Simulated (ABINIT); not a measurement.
# NaCl (Fm-3m): G0W0 in ABINIT against the bands in the screening

Aim: move the bands in the screening of a G0W0 run on NaCl (Fm-3m) over a wide range.

Program: ABINIT 10.8.3. Level of theory: PBE and many-body steps on it, plane waves. Results are calculated unless marked as measured.

The database entry behind the starting cell differs from later determinations by our own check (an axis about 0.4 % short against later determinations), so it need not match the best structure at ambient conditions.

### Step 1. The starting structure

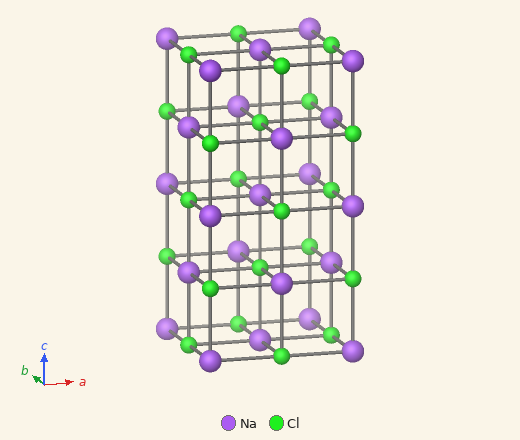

The starting structure, seen slightly off an axis (sodium purple, chlorine green). 1×1×2 cells are drawn. This picture shows the conventional cell, with its axes. Some periodic images of atoms are drawn too.

Structure file:

```cif
data_structure
_symmetry_space_group_name_H-M 'Fm-3m'
_symmetry_Int_Tables_number 225
_cell_length_a 5.6200
_cell_length_b 5.6200
_cell_length_c 5.6200
_cell_angle_alpha 90.000
_cell_angle_beta 90.000
_cell_angle_gamma 90.000
_cell_volume 177.50
loop_
_atom_site_label
_atom_site_type_symbol
_atom_site_symmetry_multiplicity
_atom_site_Wyckoff_symbol
_atom_site_fract_x
_atom_site_fract_y
_atom_site_fract_z
_atom_site_occupancy
Na1 Na 4 a 0.00000 0.00000 0.00000 1
Cl1 Cl 4 b 0.50000 0.00000 0.00000 1
```

The cell and positions come from the Crystallography Open Database and are kept as given unless a step says otherwise.

### Step 2. Screening, 4×4×4 mesh, 16 bands, screening to 106.1 eV

This step: ABINIT 10.8.3; RPA screening on PBE, plane waves, norm-conserving pseudopotentials.

The RPA dielectric matrix is built and inverted for each q.

run.abi reads:

```
acell 3*1.0 Angstrom
rprim 
  0.000000000000 2.810000000000 2.810000000000
  2.810000000000 0.000000000000 2.810000000000
  2.810000000000 2.810000000000 0.000000000000
ntypat 2
znucl 11 17
natom 2
typat 1 2
xred 
  0.000000000000 0.000000000000 0.000000000000
  0.500000000000 0.500000000000 0.500000000000
pp_dirpath "pseudos"
pseudos "Na.upf, Cl.upf"
ecut 38
ngkpt 4 4 4
nshiftk 1
shiftk 0 0 0
kptopt 1
chksymbreak 0
istwfk *1
occopt 1
irdwfk 1
optdriver 3
nband 16
ecuteps 3.9
inclvkb 2
awtr 1
symchi 1
indata_prefix "in"
outdata_prefix "out"
tmpdata_prefix "tmp"
```

Launch:

```console
OMP_NUM_THREADS=1 mpirun -n 4 abinit run.abi > log
```

The log of the run:

```text
.Version 10.8.3 of ABINIT. v10.8.2 released Aug 2026.

 Symmetries : space group Fm -3 m (#225); Bravais cF (face-center cubic)
[... echo of the input left out ...]
== DATASET  1 ==================================================================
-   mpi_nproc: 4, omp_nthreads: 1 (-1 if OMP is not activated)

--- !DatasetInfo
iteration_state: {dtset: 1, }
dimensions: {natom: 2, nkpt: 8, mband: 16, nsppol: 1, nspinor: 1, nspden: 1, mpw: 3383, }
cutoff_energies: {ecut:  38.0, pawecutdg:  -1.0, }
electrons: {nelect:   1.60000000E+01, charge:   0.00000000E+00, occopt:   1.00000000E+00, tsmear:   1.00000000E-02, }

 SCREENING: Calculation of the susceptibility and dielectric matrices

 Based on a program developped by R.W. Godby, V. Olevano, G. Onida, and L. Reining.
 Incorporated in ABINIT by V. Olevano, G.-M. Rignanese, and M. Torrent.
.Using double precision arithmetic ; gwpc =  8

[... cell and pseudopotentials left out ...]
--------------------------------------------------------------------------------

 ==== K-mesh for the wavefunctions ====
 Number of points in the irreducible wedge :     8
[... list of points left out ...]
 Together with 48 symmetry operations and time-reversal symmetry
 yields    64 points in the full Brillouin Zone.

 ==== Q-mesh for the screening function ====
 Number of points in the irreducible wedge :     8
[... list of points left out ...]
 Together with 48 symmetry operations and time-reversal symmetry
 yields    64 points in the full Brillouin Zone.

 setmesh: FFT mesh size selected  =    27x   27x   27
          total number of points  =        19683

 vcoul_init : cutoff-mode = AUXILIARY_FUNCTION
 q-points for optical limit:   1
     1)      0.000010    0.000020    0.000030

- screening: taking advantage of time-reversal symmetry
- Maximum band index for partially occupied states nbvw = 8
- Remaining bands to be divided among processors   nbcw = 8
- Number of bands treated by each node ~2

 Number of electrons calculated from density =   16.0000; Expected =   16.0000
 average of density, n =  0.053429
 r_s =    1.6471
 omega_plasma =   22.2968 [eV]

 calculating chi0 at frequencies [eV] :
  1    0.000000E+00    0.000000E+00
  2    0.000000E+00    2.229681E+01

--------------------------------------------------------------------------------
  q-point number  1        q = ( 0.000000, 0.000000, 0.000000) [r.l.u.]
--------------------------------------------------------------------------------
[... chi0 elements left out ...]
 For q-point:  0.000010 0.000020 0.000030
  dielectric constant =   2.3236
  dielectric constant without local fields =   2.7187

  Average fulfillment of the sum rule on Im[epsilon] for q-point    1 :     12.41  [%]
[... wings left out ...]
  q-point number  2        q = ( 0.250000, 0.000000, 0.000000) [r.l.u.]
--------------------------------------------------------------------------------
[... chi0 elements left out ...]
  Average fulfillment of the sum rule on Im[epsilon] for q-point    2 :     32.34  [%]

 [... 6 further q-points ...]
```

Wall time 7.8 s (4 MPI ranks of Arm Neoverse N1, shared host); peak memory 0.45 GiB; 25 s of CPU time.

This step gave:

```
ε∞ with local fields, on this mesh, along the program's q direction : 2.324
the same without local fields                                       : 2.719
plasma frequency                                                    : 22.30 eV
plane waves in the screening matrix                                 : 113
```

Local fields lower ε∞ by 15 %. On a Γ-centred mesh this coarse the value itself is usually too large, while a short band sum pulls it down.

### Step 3. 16 bands

The self-energy is evaluated for the states that the input lists, and the levels follow from it, in one-shot runs by the linearised quasiparticle equation.

This step: G0W0 on PBE, plane waves, norm-conserving pseudopotentials.

run.abi: that of step 2 with these lines changed.

```diff
@@ -23,8 +23,15 @@
 irdwfk 1
-optdriver 3
-nband 16
+optdriver 4
+nband 26
+gwcalctyp 0
+ecutsigx 38
+symsigma 1
+nkptgw 1
+kptgw 
+  0.0000000000 0.0000000000 0.0000000000
+bdgw 
+  6 12
 ecuteps 3.9
-inclvkb 2
-awtr 1
-symchi 1
+irdscr 1
+ppmodel 1
 indata_prefix "in"
```

The log of the run:

```text
.Version 10.8.3 of ABINIT. v10.8.2 released Aug 2026.

 Symmetries : space group Fm -3 m (#225); Bravais cF (face-center cubic)
[... echo of the input left out ...]
== DATASET  1 ==================================================================
-   mpi_nproc: 4, omp_nthreads: 1 (-1 if OMP is not activated)

--- !DatasetInfo
iteration_state: {dtset: 1, }
dimensions: {natom: 2, nkpt: 8, mband: 26, nsppol: 1, nspinor: 1, nspden: 1, mpw: 3383, }
cutoff_energies: {ecut:  38.0, pawecutdg:  -1.0, }
electrons: {nelect:   1.60000000E+01, charge:   0.00000000E+00, occopt:   1.00000000E+00, tsmear:   1.00000000E-02, }

 SIGMA: Calculation of the GW corrections

 Based on a program developped by R.W. Godby, V. Olevano, G. Onida, and L. Reining.
 Incorporated in ABINIT by V. Olevano, G.-M. Rignanese, and M. Torrent.
.Using double precision arithmetic ; gwpc =  8

[... cell and pseudopotentials left out ...]
--------------------------------------------------------------------------------

 ==== K-mesh for the wavefunctions ====
 Number of points in the irreducible wedge :     8
[... list of points left out ...]
 Together with 48 symmetry operations and time-reversal symmetry
 yields    64 points in the full Brillouin Zone.

 ==== Q-mesh for screening function ====
 Number of points in the irreducible wedge :     8
[... list of points left out ...]
 Together with 48 symmetry operations and time-reversal symmetry
 yields    64 points in the full Brillouin Zone.

 vcoul_init : cutoff-mode = AUXILIARY_FUNCTION
 q-points for optical limit:   1
     1)      0.000010    0.000020    0.000030
 setmesh: FFT mesh size selected  =    45x   45x   45
          total number of points  =        91125

 Number of electrons calculated from density =   16.0000; Expected =   16.0000
 average of density, n =  0.053429
 r_s =    1.6471
 omega_plasma =   22.2968 [eV]

 === KS Band Gaps ===
  >>>> For spin  1
   Minimum direct gap =   5.1497 [eV], located at k-point      :   0.0000  0.0000  0.0000
   Fundamental gap    =   5.1497 [eV], Top of valence bands at :   0.0000  0.0000  0.0000
                                       Bottom of conduction at :   0.0000  0.0000  0.0000
 SIGMA fundamental parameters:
 PLASMON POLE MODEL  1
 number of plane-waves for SigmaX                 3383
 number of plane-waves for SigmaC and W            113
 number of plane-waves for wavefunctions          3383
 number of bands                                    26
 number of independent spin polarizations            1
 number of spinorial components                      1
 number of k-points in IBZ                           8
 number of q-points in IBZ                           8
 number of symmetry operations                      48
 number of k-points in BZ                           64
 number of q-points in BZ                           64
 number of frequencies for dSigma/dE                 9
 frequency step for dSigma/dE [eV]                0.25
 number of omega for Sigma on real axis              0
 max omega for Sigma on real axis  [eV]           0.00
 zcut for avoiding poles [eV]                     0.10

 EPSILON^-1 parameters (SCR file):
 dimension of the eps^-1 matrix on file            113
 dimension of the eps^-1 matrix used               113
 number of plane-waves for wavefunctions          3383
 number of bands                                    16
 number of q-points in IBZ                           8
 number of frequencies                               2
 number of real frequencies                          1
 number of imag frequencies                          1

 matrix elements of self-energy operator (all in [eV])

 Perturbative Calculation

--- !SelfEnergy_ee
iteration_state: {dtset: 1, }
kpoint     : [   0.000,    0.000,    0.000, ]
spin       : 1
KS_gap     :    5.150
QP_gap     :    8.062
Delta_QP_KS:    2.912
data: !SigmaeeData |
     Band     E0 <VxcDFT>   SigX SigC(E0)      Z dSigC/dE  Sig(E)    E-E0       E
        6  -0.539 -14.493 -18.927   2.559   0.813  -0.230 -16.017  -1.524  -2.062
        7  -0.539 -14.493 -18.927   2.559   0.813  -0.230 -16.017  -1.524  -2.062
        8  -0.539 -14.493 -18.927   2.559   0.813  -0.230 -16.017  -1.524  -2.062
        9   4.611  -8.178  -4.163  -2.420   0.870  -0.149  -6.789   1.388   5.999
       10  10.523  -8.376  -3.599  -2.396   0.865  -0.156  -6.316   2.061  12.584
       11  10.523  -8.376  -3.599  -2.396   0.865  -0.156  -6.316   2.061  12.584
       12  10.523  -8.376  -3.599  -2.396   0.865  -0.156  -6.316   2.061  12.584

== END DATASET(S) ==============================================================
================================================================================

 -outvars: echo values of variables after computation  --------
           etotal      0.0000000000E+00
            nband          26
             nkpt           8
          spgroup         225
 [... the other variables as echoed above ...]

 Calculation completed.
```

Elapsed: 6.8 s, on 4 MPI ranks; peak memory 0.52 GiB; 18 s of CPU time.

Numbers from this step:

* G0W0 gap on the points computed: 8.061 eV
* starting gap on the mesh: 5.150 eV
* k of the valence top: 0, 0, 0
* k of the conduction bottom: 0, 0, 0
* Z at the valence top: 0.813
* Z at the conduction bottom: 0.87
* least direct G0W0 gap on the computed points: 8.061 eV

The gap on the mesh goes from 5.15 eV to 8.06 eV, a correction of +2.91 eV.

### Step 4. Screening, 4×4×4 mesh, 26 bands, screening to 106.1 eV

This step: RPA screening on PBE, plane waves, norm-conserving pseudopotentials.

run.abi: that of step 3 with these lines changed.

```diff
@@ -23,15 +23,8 @@
 irdwfk 1
-optdriver 4
+optdriver 3
 nband 26
-gwcalctyp 0
-ecutsigx 38
-symsigma 1
-nkptgw 1
-kptgw 
-  0.0000000000 0.0000000000 0.0000000000
-bdgw 
-  6 12
 ecuteps 3.9
-irdscr 1
-ppmodel 1
+inclvkb 2
+awtr 1
+symchi 1
 indata_prefix "in"
```

The log of the run:

```text
.Version 10.8.3 of ABINIT. v10.8.2 released Aug 2026.

 Symmetries : space group Fm -3 m (#225); Bravais cF (face-center cubic)
[... echo of the input left out ...]
== DATASET  1 ==================================================================
-   mpi_nproc: 4, omp_nthreads: 1 (-1 if OMP is not activated)

--- !DatasetInfo
iteration_state: {dtset: 1, }
dimensions: {natom: 2, nkpt: 8, mband: 26, nsppol: 1, nspinor: 1, nspden: 1, mpw: 3383, }
cutoff_energies: {ecut:  38.0, pawecutdg:  -1.0, }
electrons: {nelect:   1.60000000E+01, charge:   0.00000000E+00, occopt:   1.00000000E+00, tsmear:   1.00000000E-02, }

 SCREENING: Calculation of the susceptibility and dielectric matrices

 Based on a program developped by R.W. Godby, V. Olevano, G. Onida, and L. Reining.
 Incorporated in ABINIT by V. Olevano, G.-M. Rignanese, and M. Torrent.
.Using double precision arithmetic ; gwpc =  8

[... cell and pseudopotentials left out ...]
--------------------------------------------------------------------------------

 ==== K-mesh for the wavefunctions ====
 Number of points in the irreducible wedge :     8
[... list of points left out ...]
 Together with 48 symmetry operations and time-reversal symmetry
 yields    64 points in the full Brillouin Zone.

 ==== Q-mesh for the screening function ====
 Number of points in the irreducible wedge :     8
[... list of points left out ...]
 Together with 48 symmetry operations and time-reversal symmetry
 yields    64 points in the full Brillouin Zone.

 setmesh: FFT mesh size selected  =    27x   27x   27
          total number of points  =        19683

 vcoul_init : cutoff-mode = AUXILIARY_FUNCTION
 q-points for optical limit:   1
     1)      0.000010    0.000020    0.000030

- screening: taking advantage of time-reversal symmetry
- Maximum band index for partially occupied states nbvw = 8
- Remaining bands to be divided among processors   nbcw = 18
- Number of bands treated by each node ~4

 Number of electrons calculated from density =   16.0000; Expected =   16.0000
 average of density, n =  0.053429
 r_s =    1.6471
 omega_plasma =   22.2968 [eV]

 calculating chi0 at frequencies [eV] :
  1    0.000000E+00    0.000000E+00
  2    0.000000E+00    2.229681E+01

--------------------------------------------------------------------------------
  q-point number  1        q = ( 0.000000, 0.000000, 0.000000) [r.l.u.]
--------------------------------------------------------------------------------
[... chi0 elements left out ...]
 For q-point:  0.000010 0.000020 0.000030
  dielectric constant =   2.3533
  dielectric constant without local fields =   2.7714

  Average fulfillment of the sum rule on Im[epsilon] for q-point    1 :     25.95  [%]
[... wings left out ...]
  q-point number  2        q = ( 0.250000, 0.000000, 0.000000) [r.l.u.]
--------------------------------------------------------------------------------
[... chi0 elements left out ...]
  Average fulfillment of the sum rule on Im[epsilon] for q-point    2 :     42.36  [%]

 [... 6 further q-points ...]
```

Run time: 16 s. Hardware: 4 MPI ranks; peak memory 0.47 GiB.

Numbers from this step:

- ε∞ with local fields, on this mesh, along the program's q direction: 2.353
- the same without local fields: 2.771
- plasma frequency: 22.30 eV
- plane waves in the screening matrix: 113

(Continued in part 2 of 2.)

[Paths, hosts, dates, memory and timing lines, banners, echoed tables and standing remarks are left out of the program output.]

[Logs are printed without paths, hosts, clocks, repeated set-up lines and the standing remarks that a program may print on its own settings, such as how far it seeks lower states.]

[Runs of the session that timed out or met a known fault of the program may be left out.]

[Hosts, paths, dates, database ids (printed as entryN), source tags and the programs' standing remarks are cut or masked in the printed files.]

[G0W0 gaps are taken among the corrected bands and points alone; a level outside them can change the order at an edge.]

[Where Ansatz stands beside ABINIT at settings called matched, ABINIT's density can come from a denser mesh and the files from another edition; pairs whose starting gaps differed by over 0.03 eV were left out, so agreement reads better than it is.]
